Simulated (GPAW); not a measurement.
## Run report: CH5SSi, property calculation

The run: property calculation of CH5SSi, multiplicity 2, SMILES CS[SiH2]. Method and program: RPBE/real-space grid, UKS, scalar-relativistic datasets (GPAW 26.7.0).

The geometry comes from this level: GFN2-xTB.

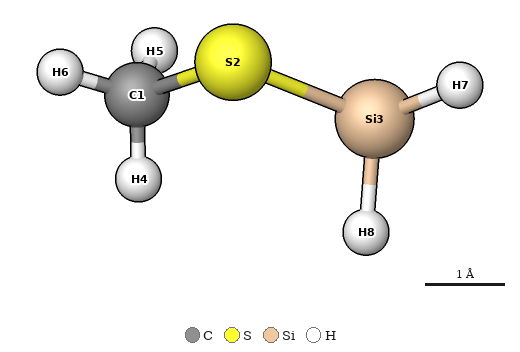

*The input geometry (ball-and-stick view, seen at a tilt; atoms are numbered from 1 in the order of the input).*

Summary

```csv
quantity,value
outcome,converged
energy relative to the program's reference atoms,−34.0037 eV
largest force,1.206 eV/Å
dipole moment,1.39 D
hardware,"1 thread of Arm Neoverse V2, 24 GiB of memory available, shared host"
wall time,34 s
peak memory,0.79 GiB
```

The input (CH5SSi.py)
```python
import numpy as np
from ase import Atoms
from ase.units import Bohr, Debye
from gpaw import GPAW

positions_bohr = np.array(
              [[ -1.634349,   1.907471,  -0.553841],
               [  0.759311,   1.115562,   1.788305],
               [  2.322209,  -2.229858,   0.122587],
               [ -2.947311,   0.345366,  -0.759613],
               [ -0.730039,   2.329409,  -2.345509],
               [ -2.622278,   3.564118,   0.141446],
               [  4.487211,  -2.874217,   1.668515],
               [  0.365246,  -4.157870,  -0.061889]])
system = Atoms(['C', 'S', 'Si', 'H', 'H', 'H', 'H', 'H'], positions=positions_bohr * Bohr)
system.center(vacuum=4.5)
system.set_initial_magnetic_moments([0.333333, 0.333333, 0.333333, 0.0, 0.0, 0.0, 0.0, 0.0])

dft = GPAW(mode='fd',
           symmetry='off',
           xc='RPBE',
           maxiter=100,
           occupations={'name': 'fermi-dirac', 'width': 0.02, 'fixmagmom': True},
           h=0.2,
           txt='-')
system.calc = dft

energy = system.get_potential_energy()
print(f'Energy = {energy:.5f} eV')
forces = system.get_forces()
print('Forces (eV/Ang)')
for symbol, f in zip(system.symbols, forces):
    print(f'{symbol:2} {f[0]:9.4f} {f[1]:9.4f} {f[2]:9.4f}')
dipole = system.get_dipole_moment() / Debye
print(f'Dipole: {np.linalg.norm(dipole):.3f} D')
```

Command:
```bash
python CH5SSi.py
```

Output
```
__  _  _
 | _ |_)|_||  |
 |__||  | ||/\| - 26.7.0

units:  Angstrom and eV
cores:  1
OpenMP: False

Versions:
  Python: 3.12.14
  ASE:    3.29.0
  Numpy:  2.5.5
  Scipy:  1.18.1
  Libxc:  7.0.0

        _gpaw.cpython-312-aarch64-linux-gnu.so

Input parameters:
  mode=FD(),
  h=0.2,
  maxiter=100,
  occupations=Occupations(name='fermi-dirac', width=0.02, fixmagmom=True),
  symmetry=Symmetry(point_group=False, time_reversal=False),
  xc=XC(name='RPBE')

Diagonalizing LCAO Hamiltonian
Converting LCAO to fd mode
         .-------------------------------.
        /|                               |
       / |                               |
      /  |                               |
     /   |                               |
    /    |                               |
   /     |                               |
  /      |                               |
 *       |                               |
 |       |        H  S                   |
 |       |         C                     |
 |       |      H     Si H               |
 |       |         HH                    |
 |       |                               |
 |       .-------------------------------.
 |      /                               /
 |     /                               /
 |    /                               /
 |   /                               /
 |  /                               /
 | /                               /
 |/                               /
 *-------------------------------*

Atoms  # Å, Bohr magnetons
|   | symbol |        x |        y |        z |    initial magnetic moments |
|---|--------|----------|----------|----------|-----------------------------|
| 0 |      C | 5.194790 | 7.709640 | 5.448110 | ( 0.0000,  0.0000,  0.3333) |
| 1 |      S | 6.461460 | 7.290580 | 6.687520 | ( 0.0000,  0.0000,  0.3333) |
| 2 |     Si | 7.288510 | 5.520260 | 5.806060 | ( 0.0000,  0.0000,  0.3333) |
| 3 |      H | 4.500000 | 6.883010 | 5.339220 | ( 0.0000,  0.0000,  0.0000) |
| 4 |      H | 5.673330 | 7.932920 | 4.500000 | ( 0.0000,  0.0000,  0.0000) |
| 5 |      H | 4.672000 | 8.586300 | 5.816040 | ( 0.0000,  0.0000,  0.0000) |
| 6 |      H | 8.434180 | 5.179280 | 6.624130 | ( 0.0000,  0.0000,  0.0000) |
| 7 |      H | 6.252930 | 4.500000 | 5.708440 | ( 0.0000,  0.0000,  0.0000) |

Unit cell  # Å
| periodic |         x |         y |         z |   lengths |    angles |
|----------|-----------|-----------|-----------|-----------|-----------|
|       no | 12.934180 |  0.000000 |  0.000000 | 12.934180 | 90.000000 |
|       no |  0.000000 | 13.086300 |  0.000000 | 13.086300 | 90.000000 |
|       no |  0.000000 |  0.000000 | 11.187520 | 11.187520 | 90.000000 |

Number of symmetries: 1
Symmetry operations  # r_c * U_cc + t_c -> r_c
|   | kind |            matrix            |
|---|------|------------------------------|
| 0 |  E   |  1, 0, 0,  0, 1, 0,  0, 0, 1 |

BZ-sampling:
  Number of BZ points: 1
  Number of IBZ points: 1

  Monkhorst-Pack size: [1, 1, 1]
  Monkhorst-Pack shift: [0, 0, 0]

K-points  # in reciprocal-cell coordinates
|   |                                coordinates |     weight |
|---|--------------------------------------------|------------|
| 0 | (  0.00000000,   0.00000000,   0.00000000) | 1.00000000 |

Uniform wave function grid shape: (np.int64(63), np.int64(63), np.int64(55))
Spin-components: 2 (collinear spins)
Bands:           16
Projectors:      30
Spin-degeneracy: 1
Datatype:        float64

  Storage: CPU
  Wave functions: 55_883_520 bytes (55_883_520 per core)

Parallelization:
  kpt:    1
  domain: 1
  band:   1

Density:
  Valence electrons: 19.0
  Components: 2
  Grid points: [64 64 56]
  Charge: 0.0  # |e|

Potential:
  Grid points: [64 64 56]

species:
  C:
    name:    Carbon
    Z:       6.0
    valence: 4
    core:    2
    charge:  0.0  # [|e|]
    file:    C.RPBE.gz
    compensation charges:
      type: gauss
      rc: 0.20  # [Å]
      lmax: 2
    cutoffs:
      filter: 1.14  # [Å]
      core: 1.14  # [Å]
    projectors
    | kind |    occ | energy [eV] | rcut [Å] |
    |------|--------|-------------|----------|
    |   2s |  2.000 |     -13.815 |    0.635 |
    |   2p |  2.000 |      -5.254 |    0.635 |
    |    s |        |      13.396 |    0.635 |
    |    p |        |      21.957 |    0.635 |
    |    d |        |       0.000 |    0.635 |

    Using partial waves for C as LCAO basis

  S:
    name:    Sulfur
    Z:       16.0
    valence: 6
    core:    10
    charge:  0.0  # [|e|]
    file:    S.RPBE.gz
    compensation charges:
      type: gauss
      rc: 0.24  # [Å]
      lmax: 2
    cutoffs:
      filter: 1.77  # [Å]
      core: 1.66  # [Å]
    projectors
    | kind |    occ | energy [eV] | rcut [Å] |
    |------|--------|-------------|----------|
    |   3s |  2.000 |     -17.247 |    0.974 |
    |   3p |  4.000 |      -6.991 |    0.979 |
    |    s |        |       9.964 |    0.974 |
    |    p |        |      20.220 |    0.979 |
    |    d |        |       0.000 |    0.900 |

    Using partial waves for S as LCAO basis

  Si:
    name:    Silicon
    Z:       14.0
    valence: 4
    core:    10
    charge:  0.0  # [|e|]
    file:    Si.RPBE.gz
    compensation charges:
      type: gauss
      rc: 0.33  # [Å]
      lmax: 2
    cutoffs:
      filter: 1.86  # [Å]
      core: 2.06  # [Å]
    projectors
    | kind |    occ | energy [eV] | rcut [Å] |
    |------|--------|-------------|----------|
    |   3s |  2.000 |     -10.793 |    1.058 |
    |   3p |  2.000 |      -4.075 |    1.058 |
    |    s |        |      16.418 |    1.058 |
    |    p |        |      23.136 |    1.058 |
    |    d |        |       0.000 |    1.058 |

    Using partial waves for Si as LCAO basis

  H:
    name:    Hydrogen
    Z:       1.0
    valence: 1
    core:    0
    charge:  0.0  # [|e|]
    file:    H.RPBE.gz
    compensation charges:
      type: gauss
      rc: 0.15  # [Å]
      lmax: 2
    cutoffs:
      filter: 0.85  # [Å]
      core: 0.53  # [Å]
    projectors
    | kind |    occ | energy [eV] | rcut [Å] |
    |------|--------|-------------|----------|
    |   1s |  1.000 |      -6.572 |    0.476 |
    |    s |        |      20.639 |    0.476 |
    |    p |        |       0.000 |    0.476 |

    Using partial waves for H as LCAO basis

Reference energy: -19843.832493  # eV

eigensolver:
  PPCG
  Converge bands: occupied
  niter=2

density mixing:
  MSR1-Mixer
  Pratt-step length: 0.05
  Maximum mixing coefficient: 0.75
  Old densities: 10
  SVD Regularization: 0.005
  Good broyden scale: 1.0
  Trust region scale: 1.0
  Backstep threshold: 4.0
  History deletion threshold: 6.0
  Fourier metric: weight=20.0, sigma=0.015

occupation numbers:
  Fixed magnetic moment: 1.000
  Fermi-Dirac:
    width: 0.0200  # eV

FastPoissonSolver using
    Stencil: 6*3+1=19 point O(h^6) finite-difference Laplacian
    FFT axes: []
    FST axes: [np.int64(2), np.int64(0), np.int64(1)]

xc functional:
  name: RPBE with 2 nearest neighbor stencil
interpolation: tri-quintic # 5. degree polynomial

Initialization done in: 1.877 s

convergence criteria:
- Maximum [total energy] change in last 3 cyles: 0.0005 eV / valence electron
- Maximum integral of absolute [dens]ity change: 0.0001 electrons / valence electron
- Maximum integral of absolute [eigenst]ate change: 4e-08 eV^2 / valence electron
maximum number of iterations: 100

SCF iterations
|iter     |     time |      energy | eigst |  dens |  magmom |
|---------|----------|-------------|-------|-------|---------|
|iter:   1| 00:00:03 |  -36.290961 | +1.08 |       |  +0.9956|
|iter:   2| 00:00:05 |  -35.964326 | -0.02 | -0.54 |  +0.9958|
|iter:   3| 00:00:07 |  -33.993771 | +0.33 | -0.57 |  +0.9988|
|iter:   4| 00:00:09 |  -33.984513 | -0.31 | -1.13 |  +0.9996|
|iter:   5| 00:00:12 |  -33.997957 | -1.19 | -1.53 |  +0.9998|
|iter:   6| 00:00:14 |  -34.002286 | -1.81 | -1.84 |  +0.9999|
|iter:   7| 00:00:16 |  -34.003515c| -2.53 | -2.23 |  +1.0000|
|iter:   8| 00:00:18 |  -34.003701c| -3.27 | -2.72 |  +1.0000|
|iter:   9| 00:00:20 |  -34.003735c| -3.91 | -3.16 |  +1.0000|
|iter:  10| 00:00:22 |  -34.003741c| -4.50 | -3.61 |  +1.0000|
|iter:  11| 00:00:25 |  -34.003742c| -5.04 | -3.93 |  +1.0000|
|iter:  12| 00:00:27 |  -34.003742c| -5.63 | -4.34c|  +1.0000|
|iter:  13| 00:00:29 |  -34.003742c| -6.24 | -4.71c|  +1.0000|
|iter:  14| 00:00:31 |  -34.003742c| -6.72 | -5.01c|  +1.0000|
|iter:  15| 00:00:33 |  -34.003742c| -7.41c| -5.44c|  +1.0000|

Converged in 15 steps
SCF loop duration: 31.134 s (2.076 s/step)
Energy contributions relative to reference atoms: (reference = -19843.832493)

Energy contributions:
  Kinetic:          40.534266
  Coulomb:         -42.941727
  Zero:              0.240577
  External:          0.000000
  Xc:              -31.836858
  Entropy:          -0.000000
  Spinorbit:         0.000000
  ----------------------------
  Free energy:     -34.003743
  Extrapolated:    -34.003742

dipole moment: (-0.206964, 0.016027, -0.202195)  # |e|*Ang

Total magnetic moment: (0.000000, 0.000000, 0.999999)

Local magnetic moments
|        x |        y |         z |
|----------|----------|-----------|
| 0.000000 | 0.000000 |  0.002052 |  # C    0
| 0.000000 | 0.000000 |  0.074117 |  # S    1
| 0.000000 | 0.000000 |  0.259335 |  # Si   2
| 0.000000 | 0.000000 |  0.000635 |  # H    3
| 0.000000 | 0.000000 |  0.001222 |  # H    4
| 0.000000 | 0.000000 | -0.000202 |  # H    5
| 0.000000 | 0.000000 |  0.004362 |  # H    6
| 0.000000 | 0.000000 |  0.015502 |  # H    7

Fermi levels: -4.467, -3.555
Eigenvalues  # (at kpt = [0.000, 0.000, 0.000])
| band index |      eig [eV] | occ [0-1] |      eig [eV] | occ [0-1] |
|------------|---------------|-----------|---------------|-----------|
|          0 |       -19.559 |     1.000 |       -19.495 |     1.000 |
|        ... |               |           |               |           |
|          2 |       -12.871 |     1.000 |       -12.503 |     1.000 |
|          3 |       -10.793 |     1.000 |       -10.754 |     1.000 |
|          4 |       -10.733 |     1.000 |       -10.707 |     1.000 |
|          5 |        -9.533 |     1.000 |        -9.416 |     1.000 |
|          6 |        -8.733 |     1.000 |        -8.606 |     1.000 |
|          7 |        -7.687 |     1.000 |        -7.514 |     1.000 |
|          8 |        -6.357 |     1.000 |        -6.045 |     1.000 |
|          9 |        -4.757 |     1.000 |        -3.265 |     0.000 |
|         10 |        -0.970 |     0.000 |        -0.747 |     0.000 |
|         11 |        -0.601 |     0.000 |        -0.445 |     0.000 |
|         12 |        -0.387 |     0.000 |        -0.202 |     0.000 |
|         13 |         0.246 |     0.000 |         0.454 |     0.000 |
|         14 |         0.364 |     0.000 |         0.560 |     0.000 |
|         15 |         0.505 |     0.000 |         0.724 |     0.000 |

Gap: 1.492 eV
Transition (v -> c):
  (s=0, k=0, n=9, [0.00, 0.00, 0.00]) -> (s=1, k=0, n=9, [0.00, 0.00, 0.00])
No difference between direct/indirect transitions
vacuum-level: 0.000  # V
Energy = -34.00374 eV

Forces  # eV/Ang
|        x |        y |        z |
|----------|----------|----------|
|  0.07796 | -0.13937 |  0.04394 |  # C    0
|  0.38493 |  0.03123 |  0.32656 |  # S    1
| -0.12145 |  1.04298 | -0.59267 |  # Si   2
| -0.33433 | -0.22660 | -0.12036 |  # H    3
|  0.07601 |  0.11079 | -0.35006 |  # H    4
| -0.20704 |  0.31494 |  0.11355 |  # H    5
|  0.65990 | -0.38913 |  0.62418 |  # H    6
| -0.52087 | -0.76472 | -0.02250 |  # H    7

Force computation time: 0.082  # s
Forces (eV/Ang)
C     0.0780   -0.1394    0.0439
S     0.3849    0.0312    0.3266
Si   -0.1214    1.0430   -0.5927
H    -0.3343   -0.2266   -0.1204
H     0.0760    0.1108   -0.3501
H    -0.2070    0.3149    0.1136
H     0.6599   -0.3891    0.6242
H    -0.5209   -0.7647   -0.0225
Dipole: 1.392 D
```
